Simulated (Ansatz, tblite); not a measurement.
# SnH3(NHEt) (C₂H₉NSn): rung by rung

Aim: run the singlet of SnH3(NHEt) (C₂H₉NSn) at one geometry on many levels, and compare frontier levels, spin and run time.

Computed with Ansatz 0.2.0, Gaussian basis. Level: as each input shows.

Levels to be run: GFN1-xTB, GFN2-xTB, PBE-D4/def2-TZVP, r2SCAN-D4/def2-TZVP, revPBE-D4/def2-TZVP, r2SCAN0-D4/def2-TZVP, PBE-QIDH/def2-TZVP, PBE-D4/def2-SVP, PBE0-D4/def2-SVP, CCSD(T)/def2-SVP, MP2/def2-TZVP.

2 further runs of the same task are left out: 1 that didn't finish, 1 set aside as unsound or not needed.

### 1 The geometry

The geometry is that of the singlet, from an earlier relaxation (B3LYP-D4/def2-SVP).

13 atoms, charge 0, spin multiplicity 1.

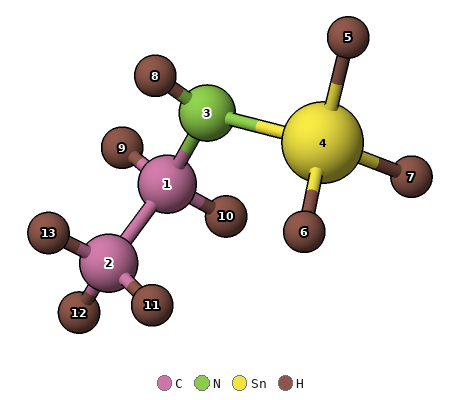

The geometry (carbon pink, nitrogen green, tin yellow, hydrogen brown); atoms are numbered from 1 in the order of the file.

Sn takes a core potential in the def2 sets. No spin-orbit coupling is included.

PBE0-D4/def2-TZVP was run before; its log isn't repeated, and its numbers join the tables.

### 2 GFN1-xTB

Tight binding, by tblite at 300 K electronic temperature and without a spin-polarisation term:

```python
tblite.interface.Calculator('GFN1-xTB', numbers, positions, charge=0, uhf=0).singlepoint()
```

Energy -401.1851 eV, HOMO -10.38 eV, LUMO -5.31 eV; 0.01 s.

### 3 GFN2-xTB

Tight binding, by tblite at 300 K electronic temperature and without a spin-polarisation term:

```python
tblite.interface.Calculator('GFN2-xTB', numbers, positions, charge=0, uhf=0).singlepoint()
```

Energy -376.8809 eV, HOMO -9.95 eV, LUMO -5.54 eV; 0.006 s.

### 4 PBE-D4/def2-TZVP

start.molden holds the orbitals of an earlier run on this state, given as this run's starting guess.

The input, in.yaml:

```yaml
crystal:
  periodic: [false, false, false]
  atoms:
    - {symbol: C, position_ang: [-0.871506, -0.512786, -0.554998]}
    - {symbol: C, position_ang: [0.307905, -1.327077, -1.096037]}
    - {symbol: N, position_ang: [-0.708846, 0.034289, 0.783894]}
    - {symbol: Sn, position_ang: [0.508163, 1.652297, 1.148364]}
    - {symbol: H, position_ang: [0.316912, 1.992615, 2.821018]}
    - {symbol: H, position_ang: [2.182839, 1.402842, 0.786722]}
    - {symbol: H, position_ang: [-0.104932, 2.910857, 0.151945]}
    - {symbol: H, position_ang: [-0.610115, -0.702962, 1.480796]}
    - {symbol: H, position_ang: [-1.779305, -1.147541, -0.572192]}
    - {symbol: H, position_ang: [-1.086818, 0.321524, -1.247465]}
    - {symbol: H, position_ang: [1.221489, -0.713026, -1.170924]}
    - {symbol: H, position_ang: [0.090419, -1.732052, -2.099062]}
    - {symbol: H, position_ang: [0.533785, -2.178991, -0.432061]}
basis:
  gaussian: {orbitals: def2-TZVP, initial_orbitals: start.molden}
hamiltonian: {xc: pbe, dispersion: d4}
scf: {omitted_lower_state_checks: [starts]}
output: {forces: true, orbitals: {seedname: orbitals}}
```

Launch:

```
$ ansatz run in.yaml --threads 2 --pin off --events-out ev --progress --plain --max-ram 4352MiB
```

Further steps of the session: r2SCAN-D4/def2-TZVP; revPBE-D4/def2-TZVP; r2SCAN0-D4/def2-TZVP; PBE-QIDH/def2-TZVP; PBE-D4/def2-SVP; PBE0-D4/def2-SVP; CCSD(T)/def2-SVP; MP2/def2-TZVP.

Q: Predict the results of all the runs planned. Wanted: gap in def2-TZVP, named functionals, smallest and largest; correlation energy, CCSD(T)/def2-SVP; correlation energy, MP2/def2-TZVP; binding an atom, CCSD(T)/def2-SVP; PBE0 total energy, smallest basis above largest.

**Answer**, as computed:

```
                                                 quantity                                   value
gap in def2-TZVP, named functionals, smallest and largest  4.23 eV (PBE-D4), 6.78 eV (r2SCAN0-D4)
                     correlation energy, CCSD(T)/def2-SVP                               -18.05 eV
                        correlation energy, MP2/def2-TZVP                               -23.98 eV
                        binding an atom, CCSD(T)/def2-SVP                                3.228 eV
          PBE0 total energy, smallest basis above largest           4.35 eV (def2-SVP, def2-TZVP)
```

Orbital gaps of the named functionals in def2-TZVP span 4.23 eV (PBE-D4) to 6.78 eV (r2SCAN0-D4); exact exchange widens it. The functionals in def2-TZVP miss CCSD(T)/def2-SVP by +0.125 (r2SCAN0-D4) to +0.215 eV (PBE-D4) an atom. The yardstick is in a double-zeta basis, so levels in larger sets aren't compared like for like. The reference is CCSD(T) in one finite basis, so it carries an error of its own, often a tenth of an eV or more, and near misses can't be ranked.
